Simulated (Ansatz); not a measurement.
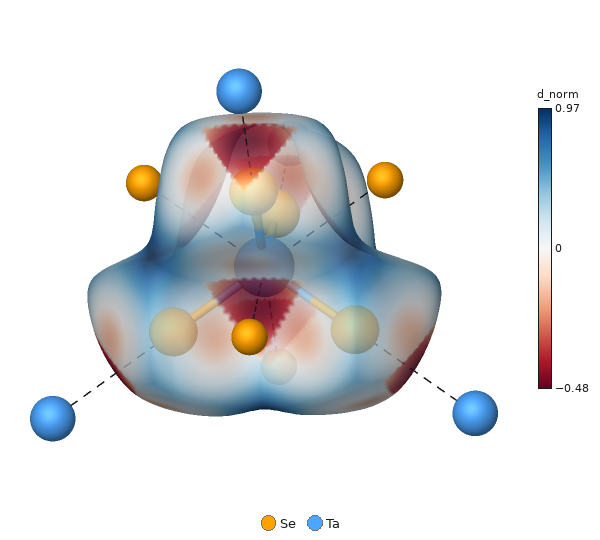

Hirshfeld surface computed for the TaSe₄ molecule in TaSe$_{4}$ (I-43m), coloured by d_norm. Dashed lines lead to the closest neighbours outside.

The surface is where the fragment's share of the procrystal density (the sum of the densities of spherically averaged neutral Hartree-Fock atoms) equals one half. d_i and d_e are the distances from the surface to the nearest nucleus inside and outside; d_norm adds both, each measured against its van der Waals radius (Alvarez: Se 1.82 Å, Ta 2.53 Å), so red marks contacts shorter than the sum of radii, white equal and blue longer. From Rb on the atoms have core potentials, so only their outer electrons count.

Source of the atomic positions: the end point of a relaxation with DFT PBE, scalar-relativistic, plane waves, PAW in Ansatz 0.2.0; the starting structure was generated, so it need not be a known form of this composition.

```yaml
crystal:
  lattice:
    - [6.56743, 0.00000, 0.00000]
    - [0.00000, 6.56743, 0.00000]
    - [0.00000, 0.00000, 6.56743]
  atoms:
    - { symbol: Ta, position: [0.00000, 0.00000, 0.00000] }
    - { symbol: Se, position: [0.28507, 0.28507, 0.71493] }
    - { symbol: Se, position: [0.71493, 0.28507, 0.28507] }
    - { symbol: Se, position: [0.28507, 0.71493, 0.28507] }
    - { symbol: Se, position: [0.21493, 0.21493, 0.21493] }
    - { symbol: Ta, position: [0.50000, 0.50000, 0.50000] }
    - { symbol: Se, position: [0.78507, 0.78507, 0.21493] }
    - { symbol: Se, position: [0.21493, 0.78507, 0.78507] }
    - { symbol: Se, position: [0.78507, 0.21493, 0.78507] }
    - { symbol: Se, position: [0.71493, 0.71493, 0.71493] }
```

**Which contact with the surroundings is the closest relative to the atoms' sizes?**

Se···Ta at 3.24 Å, 75 % of the sum of the van der Waals radii.

**How is the surface shared among contacts (both directions of a pair summed)?**

Se···Se 89 %, Se···Ta 11 %.

**Give the size and shape of the surface.**

It encloses about 133 Å³, has an area of about 161 Å² and a globularity of 0.78 (1 for a sphere).
